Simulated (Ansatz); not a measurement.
# SiH₄S + PH₃: a complex and its separated parts, part 2 of 2

Ansatz 0.2.0, Gaussian basis. Earlier steps stand in the parts before.

## 13. CAM-B3LYP-D4/def2-TZVPP

The inputs:

parta/in.yaml

```yaml
crystal:
  periodic: [false, false, false]
  atoms:
    - {symbol: Si, position_ang: [-0.911338, 1.490096, -0.472206]}
    - {symbol: S, position_ang: [0.236743, 1.325986, 1.322678]}
    - {symbol: H, position_ang: [-0.177422, 0.945355, -1.642681]}
    - {symbol: H, position_ang: [-1.284255, 2.899200, -0.755546]}
    - {symbol: H, position_ang: [-2.130428, 0.684990, -0.220333]}
    - {symbol: H, position_ang: [1.243471, 2.098521, 0.880696]}
basis:
  gaussian: {orbitals: def2-TZVPP}
hamiltonian: {xc: {name: CAM-B3LYP}, dispersion: d4}
```

partb/in.yaml

```yaml
crystal:
  periodic: [false, false, false]
  atoms:
    - {symbol: H, position_ang: [0.551519, -2.265889, 1.405872]}
    - {symbol: P, position_ang: [0.290489, -2.074856, 0.023574]}
    - {symbol: H, position_ang: [1.623484, -1.670300, -0.250015]}
    - {symbol: H, position_ang: [0.557638, -3.433104, -0.292041]}
basis:
  gaussian: {orbitals: def2-TZVPP}
hamiltonian: {xc: {name: CAM-B3LYP}, dispersion: d4}
```

The same command starts each run, in its folder.

Launch:

```sh
$ ansatz run in.yaml --threads 4 --pin off --events-out ev --progress --plain --max-ram 9574MiB
```

Output in parta, cut to the lines that bear on the results:

```text
Functional definition: CAM-B3LYP
  name "CAM-B3LYP"
  cite "Yanai, Tew & Handy, Chem. Phys. Lett. 393, 51 (2004) doi:10.1016/j.cplett.2004.06.011"
  cite "Iikura, Tsuneda, Yanai & Hirao, J. Chem. Phys. 115, 3540 (2001) doi:10.1063/1.1383587"
  cite "Becke, Phys. Rev. A 38, 3098 (1988) doi:10.1103/PhysRevA.38.3098"
  cite "Lee, Yang & Parr, Phys. Rev. B 37, 785 (1988) doi:10.1103/PhysRevB.37.785"
[...]
  # Exact exchange under (alpha + beta erf(omega r))/r, Becke's under what is left of 1/r.
[...]
823 factors; their error is unknown
192 factors; integrals over basis functions are off by at most 1.7e-5 eV
[...]
mean field -18779.73070896 eV, -690.1423741955 hartree, gradient 3.0e-5 eV, S^2 0.000000; 0 other end points of the search recorded, 0 dependent functions left out
reference -18779.73081823 eV, -690.1423782113 hartree; 17, 17 occupied and 123, 123 virtual orbitals, 823 factors
Total energy: -18779.81297205 eV, -690.1453973083 hartree
```

Log of partb, cut to the lines that bear on the results:

```text
[... 6 set-up lines as earlier in the session ...]
[...]
  # Exact exchange under (alpha + beta erf(omega r))/r, Becke's under what is left of 1/r.
[...]
474 factors; their error is unknown
115 factors; integrals over basis functions are off by at most 1.2e-5 eV
[...]
mean field -9337.77985409 eV, -343.1570802632 hartree, gradient 7.7e-5 eV, S^2 0.000000; 0 other end points of the search recorded, 0 dependent functions left out
reference -9337.77994984 eV, -343.1570837819 hartree; 9, 9 occupied and 75, 75 virtual orbitals, 474 factors
Total energy: -9337.80339868 eV, -343.1579455109 hartree
```

Times: 1.9 s (parta), 0.76 s (partb) on 4 threads of Intel Xeon at 2.50GHz, shared host.

## 14. wB97X-V/def2-TZVPP

Each input of step 13 (parta, partb) changes in the same lines:

```diff
-hamiltonian: {xc: {name: CAM-B3LYP}, dispersion: d4}
+hamiltonian: {xc: {name: wB97X-V}}
```

One command serves all of them, each in its own folder.

Launch:

```sh
$ ansatz run in.yaml --threads 4 --pin off --events-out ev --progress --plain --max-ram 9574MiB
```

parta printed, cut to the lines that bear on the results:

```text
Functional definition: wB97X-V
  name "wB97X-V"
  cite "Mardirossian & Head-Gordon, Phys. Chem. Chem. Phys. 16, 9904 (2014) doi:10.1039/C3CP54374A"
[... 2 set-up lines as earlier in the session ...]
[...]
      + integral(e_c_pw_opposite_spin*poly(b97_u_opposite, cos0, cos1)) + vv10(b, c)
818 factors; their error is unknown
181 factors; integrals over basis functions are off by at most 1.0e-5 eV
[...]
mean field -18776.45179460 eV, -690.0218763153 hartree, gradient 7.2e-5 eV, S^2 0.000000; 0 other end points of the search recorded, 0 dependent functions left out
reference -18776.45179281 eV, -690.0218762496 hartree; 17, 17 occupied and 123, 123 virtual orbitals, 818 factors
Total energy: -18776.45179281 eV, -690.0218762496 hartree
```

Output in partb, cut to the lines that bear on the results:

```text
[... 5 set-up lines as earlier in the session ...]
[...]
      + integral(e_c_pw_opposite_spin*poly(b97_u_opposite, cos0, cos1)) + vv10(b, c)
469 factors; their error is unknown
108 factors; integrals over basis functions are off by at most 1.2e-5 eV
[...]
mean field -9336.11600043 eV, -343.0959347692 hartree, gradient 2.7e-5 eV, S^2 0.000000; 0 other end points of the search recorded, 0 dependent functions left out
reference -9336.11599907 eV, -343.0959347190 hartree; 9, 9 occupied and 75, 75 virtual orbitals, 469 factors
Total energy: -9336.11599907 eV, -343.0959347190 hartree
```

Times: 4 s (parta), 1.4 s (partb) on 4 threads of Intel Xeon at 2.50GHz, shared host.

## 15. wB97M-V/def2-TZVPP

The same edit goes into each in.yaml of step 14 (parta, partb):

```diff
-hamiltonian: {xc: {name: wB97X-V}}
+hamiltonian: {xc: {name: wB97M-V}}
```

The same command starts each run, in its folder.

Launch:

```sh
$ ansatz run in.yaml --threads 4 --pin off --events-out ev --progress --plain --max-ram 9574MiB
```

Output in parta, cut to the lines that bear on the results:

```text
Functional definition: wB97M-V
  name "wB97M-V"
  cite "Mardirossian & Head-Gordon, J. Chem. Phys. 144, 214110 (2016) doi:10.1063/1.4952647"
[... 2 set-up lines as earlier in the session ...]
  # Of w^i u^j: cxij and so on, Table III.
[...]
  gx(w, u) = 1 - cx + cx01*u + cx10*w
[...]
      + integral(e_c_pw_mod_opposite_spin*gos(b97_w_opposite, b97_u_opposite)) + vv10(b, c)
818 factors; their error is unknown
181 factors; integrals over basis functions are off by at most 1.0e-5 eV
[...]
mean field -18777.78514295 eV, -690.0708759633 hartree, gradient 6.7e-5 eV, S^2 0.000000; 0 other end points of the search recorded, 0 dependent functions left out
reference -18777.78518643 eV, -690.0708775612 hartree; 17, 17 occupied and 123, 123 virtual orbitals, 818 factors
Total energy: -18777.78518643 eV, -690.0708775612 hartree
```

Output in partb, cut to the lines that bear on the results:

```text
[... 5 set-up lines as earlier in the session ...]
  # Of w^i u^j: cxij and so on, Table III.
[...]
  gx(w, u) = 1 - cx + cx01*u + cx10*w
[...]
      + integral(e_c_pw_mod_opposite_spin*gos(b97_w_opposite, b97_u_opposite)) + vv10(b, c)
464 factors; their error is unknown
108 factors; integrals over basis functions are off by at most 1.2e-5 eV
[...]
mean field -9336.65474138 eV, -343.1157331337 hartree, gradient 8.5e-6 eV, S^2 0.000000; 0 other end points of the search recorded, 0 dependent functions left out
reference -9336.65477444 eV, -343.1157343487 hartree; 9, 9 occupied and 75, 75 virtual orbitals, 464 factors
Total energy: -9336.65477444 eV, -343.1157343487 hartree
```

They took 4 s (parta), 1.5 s (partb) on 4 threads of Intel Xeon at 2.50GHz, shared host.

## 16. B2PLYP/def2-TZVPP

The same edit goes into each in.yaml of step 15 (parta, partb):

```diff
-hamiltonian: {xc: {name: wB97M-V}}
+hamiltonian: {xc: {name: B2PLYP}}
```

Each run has its own folder and the same command.

Launch:

```sh
$ ansatz run in.yaml --threads 4 --pin off --events-out ev --progress --plain --max-ram 9574MiB
```

Log of parta, cut to the lines that bear on the results:

```text
Functional definition: B2PLYP
  name "B2PLYP"
  cite "Grimme, J. Chem. Phys. 124, 034108 (2006) doi:10.1063/1.2148954"
[... 2 set-up lines as earlier in the session ...]
[...]
780 factors; integrals over basis functions are off by at most 7.3e-4 eV
[...]
mean field -18769.64788719 eV, -689.7718373298 hartree, gradient 7.3e-6 eV, S^2 0.000000; 0 other end points of the search recorded, 0 dependent functions left out
10 core orbitals not correlated: weight in the atoms' cores, before any rotation towards them, 1.000 or more for the frozen orbitals, at most 0.000 for the correlated occupied ones
reference -18769.64802937 eV, -689.7718425551 hartree; 7, 7 occupied and 123, 123 virtual orbitals, 780 factors
second order -10.43967465 eV of doubles, -0.00000000 eV of singles
Total energy: -18772.46674153 eV, -689.8754283162 hartree
```

partb printed, cut to the lines that bear on the results:

```text
[... 5 set-up lines as earlier in the session ...]
[...]
466 factors; integrals over basis functions are off by at most 8.4e-4 eV
[...]
mean field -9332.56291310 eV, -342.9653612182 hartree, gradient 2.9e-6 eV, S^2 0.000000; 0 other end points of the search recorded, 0 dependent functions left out
5 core orbitals not correlated: weight in the atoms' cores, before any rotation towards them, 1.000 or more for the frozen orbitals, at most 0.000 for the correlated occupied ones
reference -9332.56303789 eV, -342.9653658040 hartree; 4, 4 occupied and 75, 75 virtual orbitals, 466 factors
second order -5.71934357 eV of doubles, -0.00000000 eV of singles
Total energy: -9334.10726065 eV, -343.0221149439 hartree
```

Wall times: 2.5 s (parta), 0.91 s (partb) on 4 threads of Intel Xeon at 2.50GHz, shared host.

## 17. PBE-QIDH/def2-TZVPP

The same edit goes into each in.yaml of step 16 (parta, partb):

```diff
-hamiltonian: {xc: {name: B2PLYP}}
+hamiltonian: {xc: {name: PBE-QIDH}}
```

The same command starts each run, in its folder.

Launch:

```sh
$ ansatz run in.yaml --threads 4 --pin off --events-out ev --progress --plain --max-ram 9574MiB
```

Output in parta, cut to the lines that bear on the results:

```text
Functional definition: PBE-QIDH
  name "PBE-QIDH"
  cite "Brémond, Sancho-García, Pérez-Jiménez & Adamo, J. Chem. Phys. 141, 031101 (2014) doi:10.1063/1.4890314"
[... 1 set-up line as earlier in the session ...]
[...]
780 factors; integrals over basis functions are off by at most 7.3e-4 eV
[...]
mean field -18764.28083787 eV, -689.5746019054 hartree, gradient 3.0e-6 eV, S^2 0.000000; 0 other end points of the search recorded, 0 dependent functions left out
10 core orbitals not correlated: weight in the atoms' cores, before any rotation towards them, 1.000 or more for the frozen orbitals, at most 0.000 for the correlated occupied ones
reference -18764.28084860 eV, -689.5746022998 hartree; 7, 7 occupied and 123, 123 virtual orbitals, 780 factors
second order -9.67447875 eV of doubles, -0.00000000 eV of singles
Total energy: -18767.50567485 eV, -689.6931124786 hartree
```

partb printed, cut to the lines that bear on the results:

```text
[... 4 set-up lines as earlier in the session ...]
[...]
466 factors; integrals over basis functions are off by at most 8.4e-4 eV
[...]
mean field -9329.85087096 eV, -342.8656955078 hartree, gradient 2.4e-6 eV, S^2 0.000000; 0 other end points of the search recorded, 0 dependent functions left out
5 core orbitals not correlated: weight in the atoms' cores, before any rotation towards them, 1.000 or more for the frozen orbitals, at most 0.000 for the correlated occupied ones
reference -9329.85088015 eV, -342.8656958455 hartree; 4, 4 occupied and 75, 75 virtual orbitals, 466 factors
second order -5.30261000 eV of doubles, -0.00000000 eV of singles
Total energy: -9331.61841682 eV, -342.9306516199 hartree
```

Wall times: 2.5 s (parta), 0.91 s (partb) on 4 threads of Intel Xeon at 2.50GHz, shared host.

## 18. RPA on PBE/def2-TZVPP

The same edit goes into each in.yaml of step 17 (parta, partb):

```diff
-hamiltonian: {xc: {name: PBE-QIDH}}
+hamiltonian: {xc: pbe}
+correlation: {method: rpa}
```

Each run has its own folder and the same command.

Launch:

```sh
$ ansatz run in.yaml --threads 4 --pin off --events-out ev --progress --plain --max-ram 9574MiB
```

Output in parta, cut to the lines that bear on the results:

```text
[... 4 set-up lines as earlier in the session ...]
[...]
780 factors; integrals over basis functions are off by at most 7.3e-4 eV
[...]
mean field -18770.30720844 eV, -689.7960669388 hartree, gradient 8.3e-7 eV, S^2 0.000000; 0 other end points of the search recorded, 0 dependent functions left out
10 core orbitals not correlated: weight in the atoms' cores, before any rotation towards them, 1.000 or more for the frozen orbitals, at most 0.000 for the correlated occupied ones
reference -18743.41489128 eV, -688.8077925116 hartree; 7, 7 occupied and 123, 123 virtual orbitals, 780 factors
Total energy: -18759.37469161 eV, -689.3943043558 hartree
```

Output in partb, cut to the lines that bear on the results:

```text
[... 4 set-up lines as earlier in the session ...]
[...]
466 factors; integrals over basis functions are off by at most 8.4e-4 eV
[...]
mean field -9333.06290980 eV, -342.9837357578 hartree, gradient 1.8e-6 eV, S^2 0.000000; 0 other end points of the search recorded, 0 dependent functions left out
5 core orbitals not correlated: weight in the atoms' cores, before any rotation towards them, 1.000 or more for the frozen orbitals, at most 0.000 for the correlated occupied ones
reference -9319.02814329 eV, -342.4679676018 hartree; 4, 4 occupied and 75, 75 virtual orbitals, 466 factors
Total energy: -9328.16824196 eV, -342.8038600324 hartree
```

They took 2.1 s (parta), 0.97 s (partb) on 4 threads of Intel Xeon at 2.50GHz, shared host.

## 19. CCSD(T)/def2-TZVPP

The same edit goes into each in.yaml of step 18 (parta, partb):

```diff
-hamiltonian: {xc: pbe}
-correlation: {method: rpa}
+correlation: {method: ccsd_t}
```

The same command starts each run, in its folder.

Launch:

```sh
$ ansatz run in.yaml --threads 4 --pin off --events-out ev --progress --plain --max-ram 9574MiB
```

parta printed, cut to the lines that bear on the results:

```text
Functional definition: HF
  name "HF"
  cite "Fock, Z. Phys. 61, 126 (1930) doi:10.1007/BF01340294"
[... 1 set-up line as earlier in the session ...]
[...]
780 factors; integrals over basis functions are off by at most 7.3e-4 eV
[...]
mean field -18744.24928881 eV, -688.8384560553 hartree, gradient 3.4e-6 eV, S^2 0.000000; 0 other end points of the search recorded, 0 dependent functions left out
10 core orbitals not correlated: weight in the atoms' cores, before any rotation towards them, 1.000 or more for the frozen orbitals, at most 0.000 for the correlated occupied ones
reference -18744.24928881 eV, -688.8384560553 hartree; 7, 7 occupied and 123, 123 virtual orbitals, 780 factors
second order -8.48783877 eV of doubles, -0.00000000 eV of singles
cycle   1  -9.29002943 eV  change   -8.0e-1 eV  update   6.8e-2
[...]
cycle   8  -9.61622358 eV  change   -1.2e-5 eV  update   1.6e-5
perturbative correction -0.36430408 eV, -0.0133879279 hartree
Total energy: -18754.22981647 eV, -689.2052336817 hartree
```

partb printed, cut to the lines that bear on the results:

```text
[... 4 set-up lines as earlier in the session ...]
[...]
466 factors; integrals over basis functions are off by at most 8.4e-4 eV
[...]
mean field -9319.45573520 eV, -342.4836813147 hartree, gradient 2.5e-6 eV, S^2 0.000000; 0 other end points of the search recorded, 0 dependent functions left out
5 core orbitals not correlated: weight in the atoms' cores, before any rotation towards them, 1.000 or more for the frozen orbitals, at most 0.000 for the correlated occupied ones
reference -9319.45573520 eV, -342.4836813147 hartree; 4, 4 occupied and 75, 75 virtual orbitals, 466 factors
second order -4.63981149 eV of doubles, -0.00000000 eV of singles
cycle   1  -5.19884877 eV  change   -5.6e-1 eV  update   5.7e-2
[...]
cycle   8  -5.41464230 eV  change    3.6e-6 eV  update   9.6e-6
perturbative correction -0.18319915 eV, -0.0067324445 hartree
Total energy: -9325.05357665 eV, -342.6893981936 hartree
```

Times: 6 s (parta), 1.2 s (partb) on 4 threads of Intel Xeon at 2.50GHz, shared host; peak memory 0.7 GiB.

## 20. Vibrations of SiH₄S

The input, vib-parta/in.yaml:

```yaml
crystal:
  periodic: [false, false, false]
  atoms:
    - {symbol: Si, position_ang: [-0.911338, 1.490096, -0.472206]}
    - {symbol: S, position_ang: [0.236743, 1.325986, 1.322678]}
    - {symbol: H, position_ang: [-0.177422, 0.945355, -1.642681]}
    - {symbol: H, position_ang: [-1.284255, 2.899200, -0.755546]}
    - {symbol: H, position_ang: [-2.130428, 0.684990, -0.220333]}
    - {symbol: H, position_ang: [1.243471, 2.098521, 0.880696]}
basis:
  gaussian: {orbitals: def2-TZVP}
hamiltonian: {xc: pbe0, dispersion: d4}
phonons: {temperatures: {t_min: 298.15, t_max: 900, t_step: 200}}
```

Launch:

```sh
$ ansatz run in.yaml --threads 4 --pin off --events-out ev --progress --plain --max-ram 9574MiB
```

Standard output, cut to the lines that bear on the results:

```text
[... 5 set-up lines as earlier in the session ...]
[...]
715 factors; their error is unknown
[...]
mean field -18772.08544678 eV, -689.8614159927 hartree, gradient 1.7e-5 eV, S^2 0.000000; 0 other end points of the search recorded, 0 dependent functions left out
[...]
Atom 3 at    -1.284255     2.899200    -0.755546 Å, force    -0.000314    -0.000046     0.000224 eV/Å
Atom 4 at    -2.130428     0.684990    -0.220333 Å, force     0.002693     0.001918    -0.000641 eV/Å
Atom 5 at     1.243471     2.098521     0.880696 Å, force     0.000295     0.000047     0.000003 eV/Å
Dipole moment:     0.051538     0.111231    -0.180219 e Å
Vibrations: 190.11 515.08 536.34 624.87 813.21 924.38 931.24 959.83 2228.38 2232.47 2252.76 2709.92 cm⁻¹, zero-point energy 0.924835 eV
```

Run time: 33 s. Hardware: 4 threads of Intel Xeon at 2.50GHz, shared host.

Wavenumbers and character of the modes:

```csv
mode,wavenumber (cm⁻¹),character
1,190,torsion
2,515,Si–S stretch
3,536,bend
4,625,bend
5,813,bend
6,924,bend
7,931,bend
8,960,bend
9,2228,Si–H stretch
10,2232,Si–H stretch
11,2253,Si–H stretch
12,2710,S–H stretch
```

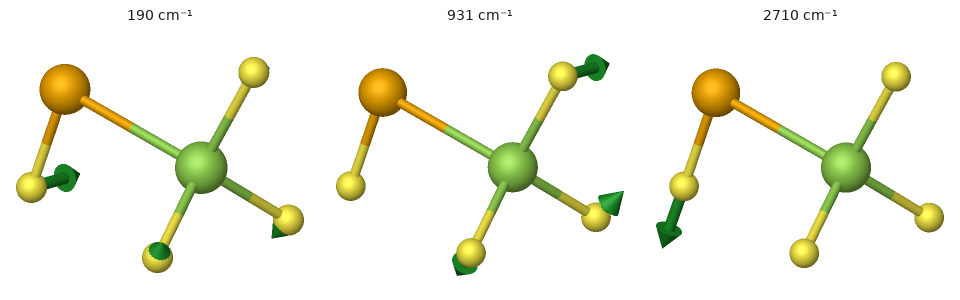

Displacements of 3 modes, as arrows.

Vibrational sums (real modes only):

```csv
T (K),entropy (J/mol/K),heat capacity (J/mol/K)
298,18.4,30.2
498,38.8,49.4
698,57.6,62.0
898,74.4,71.0
```

## 21. Vibrations of PH₃

The input, vib-partb/in.yaml:

```yaml
crystal:
  periodic: [false, false, false]
  atoms:
    - {symbol: H, position_ang: [0.551519, -2.265889, 1.405872]}
    - {symbol: P, position_ang: [0.290489, -2.074856, 0.023574]}
    - {symbol: H, position_ang: [1.623484, -1.670300, -0.250015]}
    - {symbol: H, position_ang: [0.557638, -3.433104, -0.292041]}
basis:
  gaussian: {orbitals: def2-TZVP}
hamiltonian: {xc: pbe0, dispersion: d4}
phonons: {temperatures: {t_min: 298.15, t_max: 900, t_step: 200}}
```

Launch:

```sh
$ ansatz run in.yaml --threads 4 --pin off --events-out ev --progress --plain --max-ram 9574MiB
```

Standard output, cut to the lines that bear on the results:

```text
[... 5 set-up lines as earlier in the session ...]
[...]
414 factors; their error is unknown
[...]
mean field -9333.94179342 eV, -343.0160341351 hartree, gradient 5.0e-5 eV, S^2 0.000000; 0 other end points of the search recorded, 0 dependent functions left out
[...]
Atom 1 at     0.290489    -2.074856     0.023574 Å, force     0.001124    -0.003922    -0.000834 eV/Å
Atom 2 at     1.623484    -1.670300    -0.250015 Å, force     0.002258     0.003063    -0.001407 eV/Å
Atom 3 at     0.557638    -3.433104    -0.292041 Å, force    -0.002352    -0.000270    -0.001546 eV/Å
Dipole moment:     0.116188    -0.071399     0.049536 e Å
Vibrations: 1004.05 1134.32 1134.40 2412.84 2423.93 2424.54 cm⁻¹, zero-point energy 0.653030 eV
```

It took 9 s on 4 threads of Intel Xeon at 2.50GHz, shared host.

The modes, with what each moves most:

```csv
mode,wavenumber (cm⁻¹),character
1,1004,bend
2,1134,bend
3,1134,bend
4,2413,P–H stretch
5,2424,P–H stretch
6,2425,P–H stretch
```

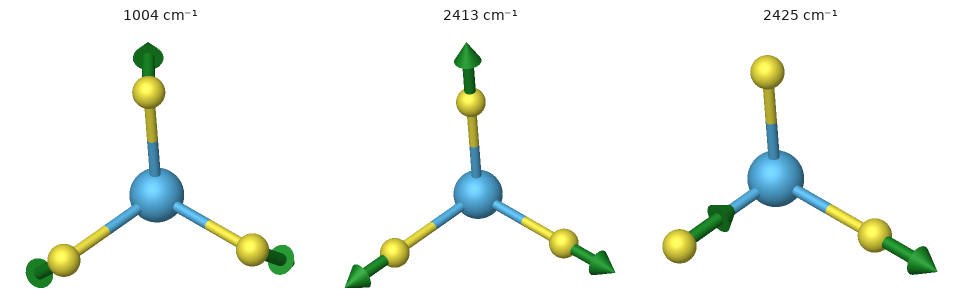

Displacements of 3 modes, as arrows.

Vibrational sums (real modes only):

```csv
T (K),entropy (J/mol/K),heat capacity (J/mol/K)
298,0.8,3.7
498,4.8,12.7
698,10.5,20.9
898,16.6,27.5
```

## 22. Complex less separated parts

The complex's own energies come from single points at the same levels.

Rows are in def2-TZVPP; times add the 3 runs of a level on a shared host, so small differences are noise.

Differences are taken before rounding.

```csv
method,rung,complex less parts (kJ/mol),from CCSD(T) (kJ/mol),time
SPW92,LDA,-15.2,-8.5,2.9 s
PBE-D4,GGA,-11.1,-4.4,4.2 s
BLYP-D4,GGA,-10.4,-3.6,4.2 s
r2SCAN-D4,meta-GGA,-8.1,-1.4,6.7 s
B97M-V,meta-GGA,-7.9,-1.2,13 s
PBE0-D4,hybrid,-10.5,-3.8,6.5 s
B3LYP-D4,hybrid,-10.5,-3.7,5.9 s
r2SCAN0-D4,hybrid,-8.8,-2.1,8 s
BHLYP-D4,hybrid,-11.2,-4.5,5.6 s
CAM-B3LYP-D4,range-separated hybrid,-9.1,-2.4,6.3 s
wB97X-V,range-separated hybrid,-8.8,-2.0,14 s
wB97M-V,range-separated hybrid,-9.4,-2.7,15 s
B2PLYP,double hybrid,-2.5,+4.2,10 s
PBE-QIDH,double hybrid,-6.1,+0.6,11 s
RPA on PBE,RPA,-4.2,+2.5,9.1 s
Hartree-Fock,wavefunction,4.1,+10.8,
MP2,wavefunction,-8.4,-1.7,
CCSD,wavefunction,-5.0,+1.7,
CCSD(T),wavefunction,-6.7,0,65 s
```

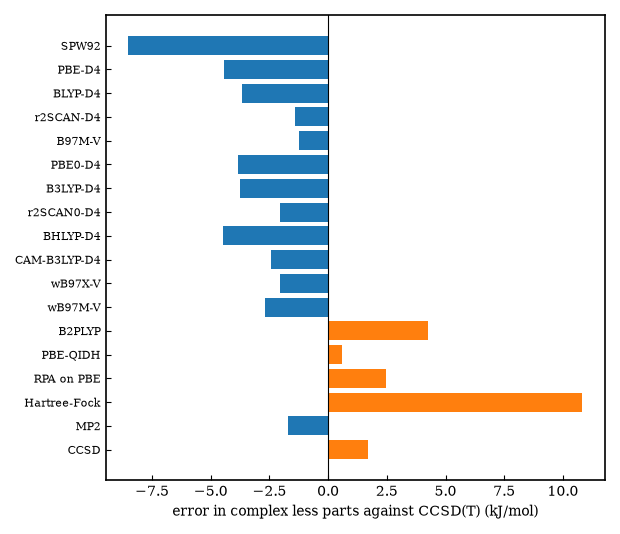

Deviations from CCSD(T), method by method.

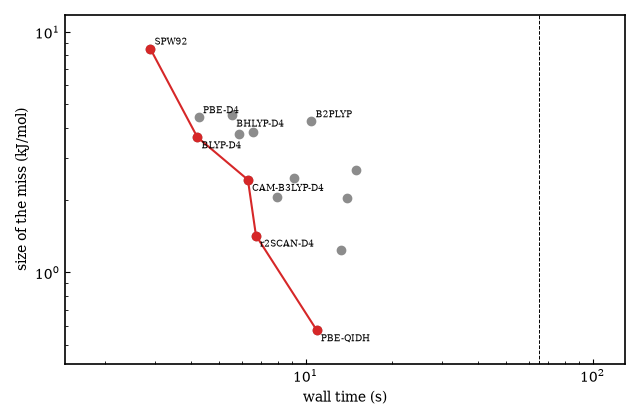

Miss against cost. Red marks the levels that no quicker level drawn beats (of those quicker than the yardstick), and the dashed line is the time of CCSD(T). Only those levels and the largest misses are named. Times are from a shared host.

PBE-QIDH reaches 0.6 kJ/mol from the reference in 11 s, where CCSD(T) took 65 s; the quickest level in the cost chart, SPW92, takes 2.9 s and misses by 8.5 kJ/mol.

The complex's zero-point energy, from a separate PBE0-D4 run, is 1.614 eV.

## 23. Results

This closing draws on all 2 parts.

```
                              quantity        value
complex less parts, CCSD(T)/def2-TZVPP  -6.7 kJ/mol
                with zero-point energy  -3.2 kJ/mol
                 largest T1 diagnostic        0.014
```

In words: At CCSD(T) the complex lies 6.7 kJ/mol below its parts. The functionals run from PBE-QIDH, off by +0.6 kJ/mol, to SPW92, off by -8.5 kJ/mol, against CCSD(T). Mean unsigned error by rung: LDA 8.5, GGA 4.0, meta-GGA 1.3, hybrid 3.5, range-separated hybrid 2.4, double hybrid 2.4 kJ/mol. The double hybrids carry no dispersion term here, unlike the levels marked D4 or V. PBE-D4 gives a relative energy 4.4 kJ/mol too low, an error of 66 % of the reference. No counterpoise was applied, and triple zeta lacks some correlation, so the CCSD(T) reference has a basis error of its own, and close matches with it are partly luck.
